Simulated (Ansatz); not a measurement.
Consider CH8BNSi (SMILES CB(N)[SiH3]).

```xyz
12

C    -1.0101    1.2581   -0.1212
B    -0.1263    0.0257    0.2948
N    -0.1828   -0.4750    1.5924
Si    1.1208   -0.8796   -1.0244
H    -1.6651    1.0006   -0.9604
H    -1.6378    1.6437    0.6887
H    -0.3827    2.0808   -0.4807
H     0.3590   -1.2592    1.9137
H    -0.7786   -0.0799    2.3040
H     2.1361    0.0715   -1.5644
H     0.3779   -1.4227   -2.1994
H     1.8666   -2.0191   -0.4089
```

Geometry: PBE0-D4/def2-TZVP.

Computed with RKS PBE0-D4/def2-TZVPP (Ansatz 0.2.0).

### What will maps of the electron density and electron localisation function show?

B–N (1.39 Å): the density is about 2 e/Å³ at the midpoint; the ELF peaks at about 0.95 between the atoms (a polar covalent bond).
C–B (1.57 Å): ρ is about 1.4 e/Å³ halfway; the ELF peaks at about 0.95 between the atoms; a covalent bond.
Si–B (2.03 Å): ρ is about 0.79 e/Å³ halfway; the ELF peaks at about 1 between the atoms; localised, covalent bonding.
N–H (1.01 Å): ρ at the midpoint is about 3 e/Å³; the ELF climbs to about 1 towards the hydrogen, as it does in any bond to H; an ordinary covalent bond to hydrogen.

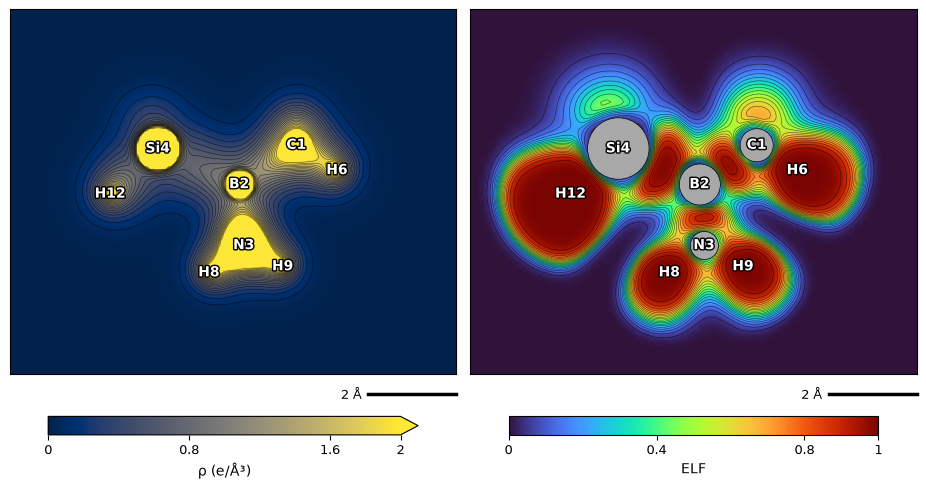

Computed electron density and electron localisation function on the plane of atoms B2, C1 and H6, in this order. Grey discs cover the atomic cores in the ELF map. 
